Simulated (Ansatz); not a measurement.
## Rh (fcc, Cu type): energy over volume and axial ratio

Rh (fcc, Cu type)

```
Rh
1.0
    0.00000     1.90000     1.90000
    1.90000     0.00000     1.90000
    1.90000     1.90000     0.00000
Rh
1
Direct
  0.00000   0.00000   0.00000
```

Two coordinates are scanned: the volume, and the ratio of the stretch along z (the conventional c axis) to the stretch across it. Atoms keep their fractional coordinates.

The numbers are results of r2SCAN (plane waves to 500 eV, PAW, scalar-relativistic; Ansatz, an electronic-structure program), not measurements. k mesh 21×21×21 (Γ-centred), Fermi-Dirac smearing 0.05 eV. E stands for the smeared free energy. Compression counts positive. With partly filled bands, the response to shear is sensitive to the k mesh, so small differences along c/a are uncertain. Rh is run without spin polarisation. Rh was relaxed with its symmetry unable to fall. ΔE is measured from the relaxed starting cell.

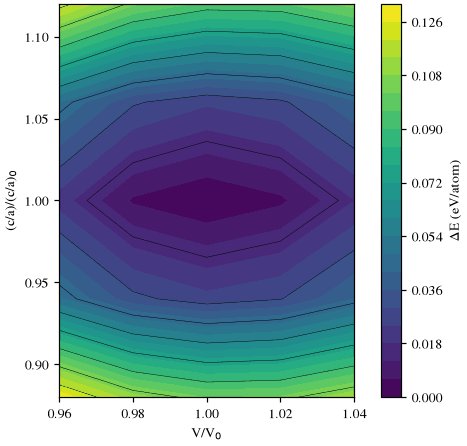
Figure: ΔE (eV/atom) over the 5×5 grid of computed points.

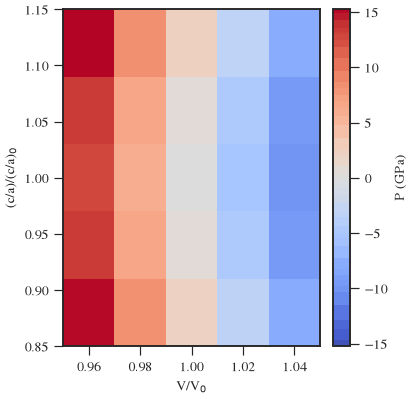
Figure. P (GPa) over the 5×5 grid of computed points.

Lowest place on the grid: V/V₀ = 1.000, (c/a)/(c/a)₀ = 1.000 (0 meV/atom). Highest place on the grid: V/V₀ = 0.960, (c/a)/(c/a)₀ = 0.880 (130 meV/atom).

(A scan under strain: stresses follow from slopes of the energy per volume, elastic moduli from its curvatures.)
